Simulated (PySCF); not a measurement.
Consider CF (doublet).

```json
{"atom": "C", "x (Å)": "0.0000", "y (Å)": "0.0000", "z (Å)": "-0.7784"}
{"atom": "F", "x (Å)": "0.0000", "y (Å)": "0.0000", "z (Å)": "0.4916"}
```

All numbers below come from PBE0/def2-TZVP, non-relativistic Hamiltonian with scalar-relativistic core potentials where named, at a bond length of 1.270 Å in PySCF.

Question: What will maps of the electron density, electron localisation function and spin density show?

Answer: C–F (1.27 Å): ρ at the midpoint is about 2.8 e/Å³; the ELF peaks at about 0.85 between the atoms: a polar covalent bond.
The unpaired spin (1 electron) lies mostly on C1 (about 0.9) and F2 (about 0.1), in electrons by Hirshfeld's partition.

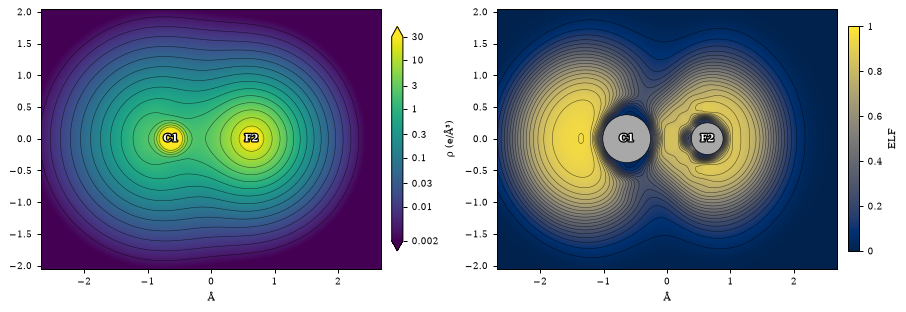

Computed electron density and electron localisation function on a plane that holds the molecular axis, in this order. Grey discs cover the atomic cores in the ELF map. 
